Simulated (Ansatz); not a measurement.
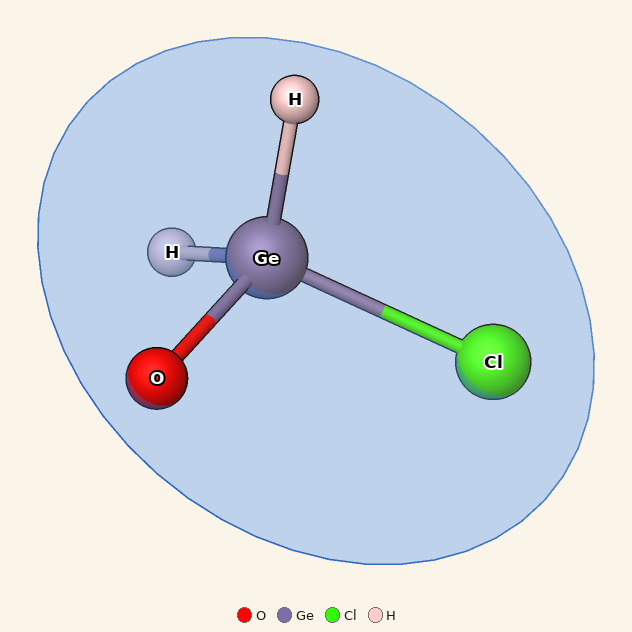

All proper rotation axes (lines) and mirror planes (discs) of the structure are drawn in. Depth is shown by fading: the farther an atom, the more it takes the colour of the background. The species is neutral and a spin doublet. Computed geometry: PBE0-D4/def2-TZVP optimisation. No frequency run is at hand to confirm it as a minimum.

> Name the symmetry elements and the point group.

It has 1 mirror plane. Point group Cs. The group has 2 operations. The geometry is achiral, and symmetry allows a dipole moment.
